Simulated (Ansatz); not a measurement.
# A ladder of methods for CH2FP (SMILES [H]/P=C/F)

CH2FP: 5 atoms, total charge 0, spin state singlet. SMILES: `[H]/P=C/F`. The shape is that of a GFN2-xTB optimisation.

| atom | x (Å) | y (Å) | z (Å) |
| --- | --- | --- | --- |
| F | -0.4582 | -1.5441 | 0.7059 |
| C | -0.2810 | -0.3669 | 0.0905 |
| P | 1.1581 | 0.4689 | 0.2459 |
| H | -1.1595 | -0.0862 | -0.4760 |
| H | 0.7407 | 1.5283 | -0.5663 |

Each level gives the energy change with the C2–H4 bond stretched from 1.082 to 2.706 Å (eV). The values are calculated.

```csv
level,kind,program,value (eV),less FCI/STO-3G
SVWN5/STO-3G (restricted),LDA,Ansatz,6.24,+1.53
revPBE/STO-3G (restricted),GGA,Ansatz,5.72,+1.01
wB97M-V/STO-3G (restricted),range-separated hybrid,Ansatz,7.36,+2.65
RPA@PBE/STO-3G (restricted),RPA,Ansatz,5.53,+0.82
CCSD(T)/STO-3G (restricted),coupled cluster or CI,Ansatz,4.53,-0.18
CCSDT(Q)/STO-3G (restricted),coupled cluster or CI,Ansatz,4.70,-0.01
CCSDT/STO-3G (restricted),coupled cluster or CI,Ansatz,4.71,0.00
FCI/STO-3G,exact in the basis,Ansatz,4.71,0.00
```

FCI/STO-3G is exact within its basis and frozen core, so for wave-function methods in that basis the difference is their error; functionals converge differently with the basis, so for them it is only a difference. The first shape isn't each level's own minimum. The values span 4.53 to 7.36 eV. All rows use very small basis sets, so even the best lies far from the true value.

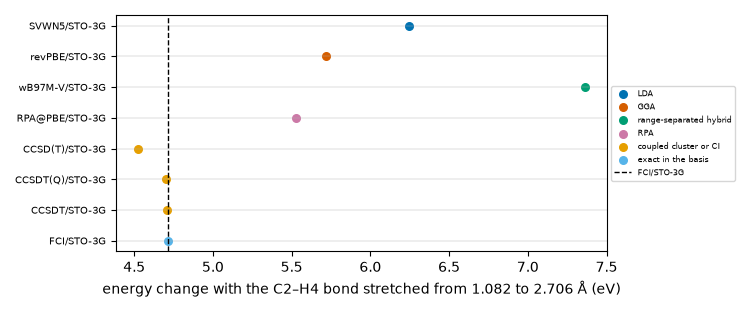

The values of the table, level by level.
